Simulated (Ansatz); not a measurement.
**C₂H₅FS₂Si: up Jacob's ladder to CCSD(T)**

How much do the methods differ for C₂H₅FS₂Si? The plan is to run it at one geometry with functionals of several rungs and with coupled cluster. The yardstick is the atomisation energy at the CCSD(T) limit.

Method: functionals in def2-TZVPP, the program's frozen cores in correlated methods; program: Ansatz 0.2.0, Gaussian basis.

Levels to be run: PBE-D4, r2SCAN-D4, PBE0-D4, B3LYP-D4, ωB97X-V, ωB97M-V, B2PLYP; CCSD(T)/def2-TZVPP; MP2/def2-QZVPP; extrapolation to the limit.

## Step 1: The geometry

An earlier PBE0-D4 in a triple-zeta def2 set relaxation fixed the geometry.

SMILES `F/C=C(\[SiH3])SS`, 11 atoms, charge 0, spin multiplicity 1.

Atoms are counted from 1 here; the program's logs count them from 0.

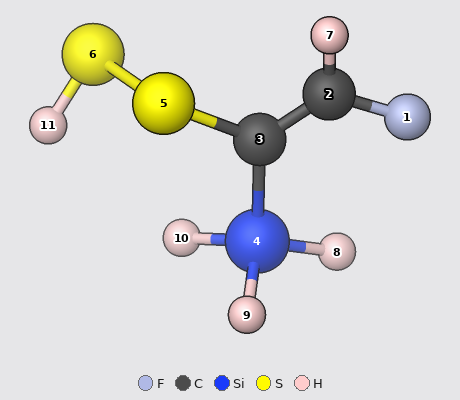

The geometry (fluorine light blue, carbon dark grey, silicon blue, sulfur yellow, hydrogen pink); atoms are numbered from 1 in the order of the file.

## Step 2: PBE-D4 (GGA)

in.yaml reads:

```yaml
crystal:
  periodic: [false, false, false]
  atoms:
    - {symbol: F, position_ang: [-1.177742, -1.374883, -1.974689]}
    - {symbol: C, position_ang: [-0.942043, -0.133727, -1.557516]}
    - {symbol: C, position_ang: [-0.122205, 0.132194, -0.546171]}
    - {symbol: Si, position_ang: [0.833185, -1.121696, 0.456368]}
    - {symbol: S, position_ang: [0.180297, 1.853310, -0.264715]}
    - {symbol: S, position_ang: [-0.771468, 2.248390, 1.505840]}
    - {symbol: H, position_ang: [-1.480963, 0.608282, -2.139143]}
    - {symbol: H, position_ang: [0.255527, -2.479153, 0.307205]}
    - {symbol: H, position_ang: [2.248500, -1.118855, 0.006339]}
    - {symbol: H, position_ang: [0.783176, -0.706353, 1.880228]}
    - {symbol: H, position_ang: [0.259035, 2.035492, 2.346854]}
basis:
  gaussian: {orbitals: def2-TZVPP}
hamiltonian: {xc: pbe, dispersion: d4}
output: {forces: true, orbitals: {seedname: orbitals}}
```

Command:

```console
> ansatz run in.yaml --threads 4 --pin off --events-out ev --progress --plain --max-ram 10444MiB
```

The runs that follow: r2SCAN-D4 (meta-GGA); PBE0-D4 (hybrid); B3LYP-D4 (hybrid); ωB97X-V (range-separated); ωB97M-V (range-separated); B2PLYP (double hybrid); CCSD(T) in def2-TZVPP; MP2 in def2-QZVPP.

Before running them: what should the planned runs give, taken together? Wanted: atomisation energy, CCSD(T)/CBS; farthest; mean size of error, hybrid; mean size of error, range-separated; gap, smallest and largest; T1 diagnostic; triples share of the correlation energy.

The runs gave:

| quantity | value |
| --- | --- |
| atomisation energy, CCSD(T)/CBS | 3787.2 kJ/mol |
| functionals within 18.9 kJ/mol (0.5 %) | B3LYP-D4 |
| farthest | PBE-D4 (+116.3 kJ/mol) |
| mean size of error, hybrid | 12.8 kJ/mol |
| mean size of error, range-separated | 27.8 kJ/mol |
| gap, smallest and largest | 3.72 eV (PBE-D4), 10.36 eV (ωB97X-V) |
| T1 diagnostic | 0.0133 |
| triples share of the correlation energy | 4.3 % |

PBE-D4 misses by +116.3 kJ/mol. Double hybrids carry the basis error of their MP2 part in triple zeta, and no dispersion term here, so their miss is partly the set-up's. Misses under about 18.9 kJ/mol are within the doubt on the reference itself, which lacks core-valence correlation, relativity and higher excitations. Hartree-Fock recovers 70 % of the binding; the rest is correlation. The gap grows from 3.7 to 10.4 eV across the functionals, mostly with the share of exact exchange.
